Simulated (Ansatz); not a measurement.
# One shape, several levels: PH2 (SMILES [PH2])

Aim: a comparison of 6 runs (UHF/3-21G, UB3LYP/6-31G*, U-wB97M-V/cc-pVTZ, UBLYP/cc-pVTZ, UPBE-QIDH/cc-pVTZ, UPBE0/cc-pVTZ) of PH2. 

The calculation is run with Ansatz 0.2.0.

28 further runs of the same task are left out: 28 set aside as unsound or not needed.

## (1) The structure to begin with

PH2 has 3 atoms, charge 0, and is taken as a doublet. As SMILES, `[PH2]`. The P1–H2 distance was set to 3.133 Å, away from the relaxed value. At this shape a bond of the SMILES string is far longer than usual.

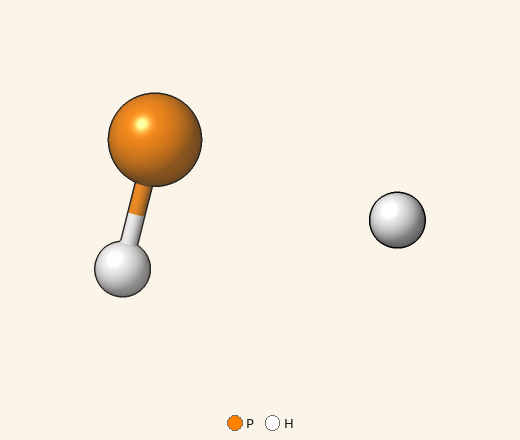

Viewed from a chosen angle; phosphorus orange, hydrogen white.

## (2) The energy at UHF/3-21G (run 1)

The input, in.yaml:

```yaml
crystal:
  periodic: [false, false, false]
  atoms:
    - symbol: P
      position_ang: [1.019026, -1.942362, 0.355960]
    - symbol: H
      position_ang: [0.114640, 1.051490, 0.176750]
    - symbol: H
      position_ang: [-0.147074, -2.375112, -0.337220]
basis:
  gaussian:
    orbitals: 3-21G.json
magnetization:
  spin_polarized: true
  initial_magnetization: 1
hamiltonian:
  xc: hf
accuracy: high
output: {orbitals: {seedname: orbitals}}
```

The basis set 3-21G is read from a file made from the Basis Set Exchange's data (not shown).

Launch:

```sh
$ ansatz run in.yaml --threads 1 --pin off --max-ram 3480MiB --events-out events.jsonl --progress --plain --runs-dir runs
```

The log of the run:

```text
Warning: RAYON_NUM_THREADS=1 ignored (pool sized by the plan → 1); use --threads N
Functional definition: HF
  name "HF"
  exchange = exact_x
  correlation = 0
313 factors; integrals over basis functions are off by at most 4.0e-9 eV
mean field evaluation 1: about -9249.7605 eV, gradient 4.6e0 eV
mean field evaluation 2: about -9249.7601 eV, gradient 4.6e0 eV
mean field evaluation 4: about -9250.4135 eV, gradient 3.5e0 eV
mean field evaluation 8: about -9250.4136 eV, gradient 3.5e0 eV
mean field evaluation 16: about -9253.2412 eV, gradient 1.6e-8 eV
mean field evaluation 32: about -9252.3145 eV, gradient 4.1e0 eV
mean field evaluation 64: about -9252.4146 eV, gradient 7.1e-2 eV
mean field evaluation 96: about -9250.5525 eV, gradient 3.8e0 eV
mean field -9253.24122897 eV, -340.0503430924 hartree, gradient 2.7e-8 eV, S^2 1.731411; 6 other end points of the search recorded, 0 dependent functions left out
reference -9253.24122897 eV, -340.0503430924 hartree; 9, 8 occupied and 8, 9 virtual orbitals, 313 factors
Total energy: -9253.24122897 eV, -340.0503430924 hartree
```

Wall time 0.18 s (1 thread of Arm Neoverse V1, shared host).

## (3) The energy at UB3LYP/6-31G(d) (spherical functions) (run 2)

The input, in.yaml:

```yaml
crystal:
  periodic: [false, false, false]
  atoms:
    - {symbol: P, position_ang: [1.019026, -1.942362, 0.355960]}
    - {symbol: H, position_ang: [0.114640, 1.051490, 0.176750]}
    - {symbol: H, position_ang: [-0.147074, -2.375112, -0.337220]}
basis:
  gaussian:
    orbitals: 6-31G_st_-spherical.json
magnetization:
  spin_polarized: true
  initial_magnetization: 1
hamiltonian:
  xc: {name: B3LYP}
accuracy: high
output: {orbitals: {seedname: orbitals}}
```

The basis set 6-31G* is read from a file made from the Basis Set Exchange's data (not shown).

Launch:

```sh
$ ansatz run in.yaml --threads 1 --pin off --max-ram 3480MiB --events-out events.jsonl --progress --plain --runs-dir runs
```

The log of the run:

```text
Warning: RAYON_NUM_THREADS=1 ignored (pool sized by the plan → 1); use --threads N
Functional definition: B3LYP
  name "B3LYP"
  parameter a0 = 0.2
  parameter ax = 0.72
  parameter ac = 0.81
  exchange = (1 - a0 - ax)*slater_x + ax*b88_x + a0*exact_x
  correlation = (1 - ac)*vwn_rpa_c + ac*lyp_c
371 factors; integrals over basis functions are off by at most 3.9e-9 eV
mean field evaluation 1: about -9315.6123 eV, gradient 2.9e0 eV
mean field evaluation 2: about -9315.5966 eV, gradient 3.1e0 eV
mean field evaluation 4: about -9315.8481 eV, gradient 1.3e0 eV
mean field evaluation 8: about -9315.8481 eV, gradient 1.3e0 eV
mean field evaluation 16: about -9316.6372 eV, gradient 1.2e-5 eV
mean field evaluation 32: about -9316.6372 eV, gradient 2.6e-5 eV
mean field evaluation 64: about -9316.3052 eV, gradient 1.4e0 eV
mean field -9316.63724519 eV, -342.3801037174 hartree, gradient 6.8e-8 eV, S^2 1.646049; 6 other end points of the search recorded, 0 dependent functions left out
reference -9316.63727457 eV, -342.3801047968 hartree; 9, 8 occupied and 13, 14 virtual orbitals, 371 factors
Total energy: -9316.63727457 eV, -342.3801047968 hartree
```

Wall time 5.1 s (1 thread of Arm Neoverse V1, shared host); peak memory 0.1 GiB.

Runs 3 to 5 aren't shown in full; the table further down has their settings and results.

## (4) The energy at UPBE0/cc-pVTZ (run 6)

The input, run.yaml:

```yaml
crystal:
  periodic: [false, false, false]
  atoms:
    - {symbol: P, position_ang: [1.019026, -1.942362, 0.355960]}
    - {symbol: H, position_ang: [0.114640, 1.051490, 0.176750]}
    - {symbol: H, position_ang: [-0.147074, -2.375112, -0.337220]}
basis:
  gaussian:
    orbitals: cc-pVTZ
magnetization:
  spin_polarized: true
  initial_magnetization: 1
hamiltonian:
  xc: {name: PBE0}
accuracy: high
output: {orbitals: {seedname: orbitals}}
```

Launch:

```sh
$ ansatz run run.yaml --threads 1 --pin off --max-ram 3480MiB --events-out events.jsonl --progress --plain --runs-dir runs
```

The log of the run:

```text
Warning: RAYON_NUM_THREADS=1 ignored (pool sized by the plan → 1); use --threads N
Functional definition: PBE0
  name "PBE0"
  parameter a = 0.25
  parameter kappa = 0.804
  parameter beta = 0.06672455060314922
  exchange = (1 - a)*pbe_x(kappa = kappa, mu = beta*pi^2/3) + a*exact_x
  correlation = pbe_c(beta = beta)
836 factors; integrals over basis functions are off by at most 4.0e-9 eV
mean field evaluation 1: about -9312.1190 eV, gradient 4.5e0 eV
mean field evaluation 2: about -9312.0841 eV, gradient 4.8e0 eV
mean field evaluation 4: about -9312.5634 eV, gradient 1.8e0 eV
mean field evaluation 8: about -9312.2701 eV, gradient 1.9e-1 eV
mean field evaluation 16: about -9313.4548 eV, gradient 1.7e-8 eV
mean field evaluation 32: about -9313.4548 eV, gradient 3.2e-3 eV
mean field evaluation 64: about -9312.9369 eV, gradient 4.4e-1 eV
mean field -9313.45481381 eV, -342.2631515212 hartree, gradient 2.9e-8 eV, S^2 1.686751; 6 other end points of the search recorded, 0 dependent functions left out
reference -9313.45481608 eV, -342.2631516046 hartree; 9, 8 occupied and 53, 54 virtual orbitals, 836 factors
Total energy: -9313.45481608 eV, -342.2631516046 hartree
```

Wall time 9.3 s (1 thread of Arm Neoverse V1, shared host); peak memory 0.15 GiB.

## (5) The series

```tsv
run	level	frozen core orbitals	energy (Eh)	HOMO energy (eV)	LUMO energy (eV)	⟨S²⟩	wall time
1	UHF/3-21G	–	-340.050343	-10.51	1.34	1.731	0.18 s
2	UB3LYP/6-31G* (spherical functions)	–	-342.380105	-6.99	-3.27	1.646	5.1 s
3	U-wB97M-V/cc-pVTZ	–	-342.358316	-9.25	-1.03	1.672	1.8 min
4	UBLYP/cc-pVTZ	–	-342.391653	-5.96	-4.14	1.563	6.3 s
5	UPBE-QIDH/cc-pVTZ	5	-342.176188	-9.41	-0.63	1.725	10 s
6	UPBE0/cc-pVTZ	–	-342.263152	-7.41	-2.85	1.687	9.3 s
```

## (6) Summary of results

| quantity | value |
| --- | --- |
| run 6: total energy | -342.26315 Eh |
| run 6: HOMO energy (highest over α and β) | -7.41 eV |
| run 6: LUMO energy (lowest over α and β) | -2.85 eV |
| run 6: ⟨S²⟩ | 1.687 |

**Reading.** Totals of different functionals can't be ranked against each other. Spin contamination of the reference: run 1 ⟨S²⟩ = 1.73, run 5 ⟨S²⟩ = 1.72, run 6 ⟨S²⟩ = 1.69, run 3 ⟨S²⟩ = 1.67, run 2 ⟨S²⟩ = 1.65, run 4 ⟨S²⟩ = 1.56. Where it is this large, the reference is a mixture of spin states, and values that rest on it are in doubt. All runs together took 2.3 min, the longest 1.8 min.
